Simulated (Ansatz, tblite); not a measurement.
# SnHBr3: rung by rung

Aim: run the singlet of SnHBr3 at one geometry on many levels, and compare frontier levels, spin and run time.

The runs use Ansatz 0.2.0, Gaussian basis; as each input shows.

Plan: GFN1-xTB, GFN2-xTB, PBE-D4/def2-TZVP, r2SCAN-D4/def2-TZVP, r2SCANh-D4/def2-TZVP, LDA/def2-TZVP, LC-ωPBE/def2-TZVP, r2SCAN0-D4/def2-TZVP, B97M-V/def2-TZVP, PBE-QIDH/def2-TZVP, BLYP-D4/def2-TZVP, PBE-D4/def2-SVP, PBE0-D4/def2-SVP, PBE0-D4/def2-TZVPD, PBE-D4/def2-TZVPD, r2SCAN-D4/def2-TZVPD, CCSD(T)/def2-SVP, MP2/def2-TZVP, RPA/def2-TZVP.

2 further runs of the same task are left out: 2 set aside as unsound or not needed. Runs told in other sessions of the task aren't counted.

### Step 1. The geometry

The geometry is that of the singlet, from an earlier relaxation (PBE0-D4/def2-SVP).

5 atoms, charge 0, spin multiplicity 1.

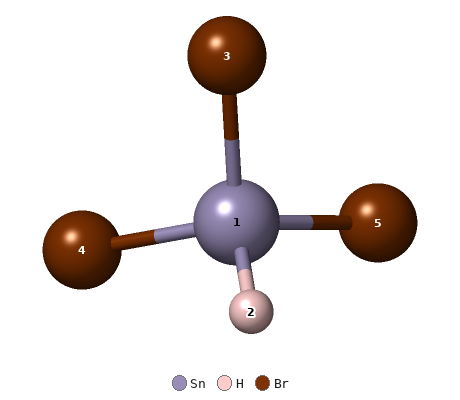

The geometry (tin purple, hydrogen pink, bromine brown); atoms are numbered from 1 in the order of the file.

Sn takes a core potential in the def2 sets. No spin-orbit coupling is included.

PBE0-D4/def2-TZVP was run before; its log isn't repeated, and its numbers join the tables.

### Step 2. GFN1-xTB

Tight binding, by tblite at 300 K electronic temperature and without a spin-polarisation term:

```python
tblite.interface.Calculator('GFN1-xTB', numbers, positions, charge=0, uhf=0).singlepoint()
```

Energy -402.1661 eV, HOMO -12.02 eV, LUMO -8.78 eV; 0.004 s.

### Step 3. GFN2-xTB

Tight binding, by tblite at 300 K electronic temperature and without a spin-polarisation term:

```python
tblite.interface.Calculator('GFN2-xTB', numbers, positions, charge=0, uhf=0).singlepoint()
```

Energy -408.0659 eV, HOMO -12.27 eV, LUMO -9.80 eV; 0.005 s.

### Step 4. PBE-D4/def2-TZVP

start.molden holds the orbitals of an earlier run on this state, given as this run's starting guess.

Input file in.yaml:

```yaml
crystal:
  periodic: [false, false, false]
  atoms:
    - {symbol: Sn, position_ang: [0.000638, -0.001496, 0.185150]}
    - {symbol: H, position_ang: [0.007468, -0.015202, 1.888264]}
    - {symbol: Br, position_ang: [2.309530, 0.010492, -0.700254]}
    - {symbol: Br, position_ang: [-1.163014, 2.005698, -0.670429]}
    - {symbol: Br, position_ang: [-1.154612, -1.999491, -0.702731]}
basis:
  gaussian: {orbitals: def2-TZVP, initial_orbitals: start.molden}
hamiltonian: {xc: pbe, dispersion: d4}
scf: {omitted_lower_state_checks: [starts]}
output: {orbitals: {seedname: orbitals}}
```

Launch:

```bash
ansatz run in.yaml --threads 4 --pin off --events-out ev --progress --plain --max-ram 3916MiB
```

The runs that follow: r2SCAN-D4/def2-TZVP; r2SCANh-D4/def2-TZVP; LDA/def2-TZVP; LC-ωPBE/def2-TZVP; r2SCAN0-D4/def2-TZVP; B97M-V/def2-TZVP; PBE-QIDH/def2-TZVP; BLYP-D4/def2-TZVP; PBE-D4/def2-SVP; PBE0-D4/def2-SVP; PBE0-D4/def2-TZVPD; PBE-D4/def2-TZVPD; r2SCAN-D4/def2-TZVPD; CCSD(T)/def2-SVP; MP2/def2-TZVP; RPA/def2-TZVP.

Q: Predict the results of all the runs planned. Wanted: gap in def2-TZVP, named functionals, smallest and largest; correlation energy, CCSD(T)/def2-SVP; correlation energy, MP2/def2-TZVP; binding an atom, CCSD(T)/def2-SVP; PBE0 total energy, smallest basis above largest.

As calculated:

```
                                                 quantity                                  value
gap in def2-TZVP, named functionals, smallest and largest  3.67 eV (BLYP-D4), 10.78 eV (LC-ωPBE)
                     correlation energy, CCSD(T)/def2-SVP                              -22.37 eV
                        correlation energy, MP2/def2-TZVP                              -30.70 eV
                        binding an atom, CCSD(T)/def2-SVP                               2.146 eV
          PBE0 total energy, smallest basis above largest        25.86 eV (def2-SVP, def2-TZVPD)
```

In words: Orbital gaps of the named functionals in def2-TZVP span 3.67 eV (BLYP-D4) to 10.78 eV (LC-ωPBE); exact exchange widens it. The functionals in def2-TZVP miss CCSD(T)/def2-SVP by +0.131 (LC-ωPBE) to +0.628 eV (LDA) an atom. The yardstick is in a double-zeta basis, so levels in larger sets aren't compared like for like. CCSD(T)/def2-SVP isn't at the basis-set limit; small misses against it rank nothing.
